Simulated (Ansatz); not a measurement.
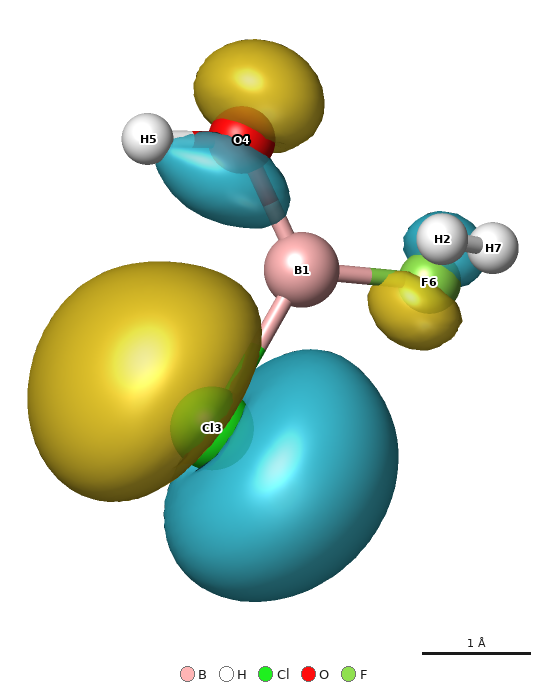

Figure. BClFHO···H$_{2}$. The HOMO at ±0.1 Å⁻³ᐟ² (yellow and cyan are the two phases), seen at a tilt.

Not at a stationary point (largest force 1.7 eV/Å).

Level of theory: Ansatz 0.2.0, RKS BHLYP/def2-SVP.

```xyz
7

B    -0.0308    0.4907   -0.3637
H     0.1167   -0.0690    1.9643
Cl    1.3824   -0.4360   -0.8775
O    -1.2693    0.0191   -0.4777
H    -1.3336   -0.8602   -0.8417
F     0.1501    1.7122    0.0876
H     0.1841    0.6399    1.9275
```

What is the character of this orbital?

Answer. Its weight (Hirshfeld) is mainly on Cl3 (about 85 %); largely a lone pair of Cl3. Its energy is −10.63 eV.
